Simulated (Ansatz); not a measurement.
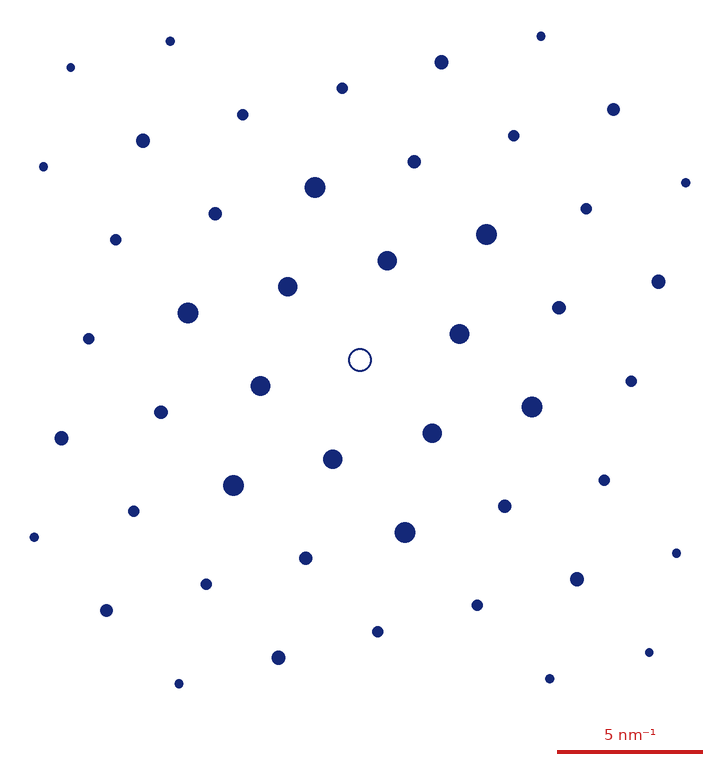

Computed electron diffraction pattern, 80 kV, single scattering only, B = 0.3 Å².

It belongs to Zr, space group P6_3/mmc (No. 194), a = 3.248 Å, c = 5.150 Å (hexagonal axes). Structure: the input geometry of an electronic-structure calculation (not necessarily at equilibrium).

Measure the pattern against the scale bar and name the zone.

Answer. The spots form a hexagonal net with both shortest vectors at d = 2.81 Å, 60.0° apart. They index as 1 0 0 and 0 1 0, so the zone axis is [001].

List the strongest reflections.

Answer. Strongest reflections with d > 0.86 Å, one of each family (|F|² from tabulated Gaussian fits of the electron scattering factors, times a small damping for the curvature of the Ewald sphere):

```
   hkl  d (Å)  I (strongest = 100)
2 -1 0  1.624                  100
 1 0 0  2.812                   78
 3 0 0  0.937                   22
 2 0 0  1.406                   18
3 -1 0  1.063                    8
```
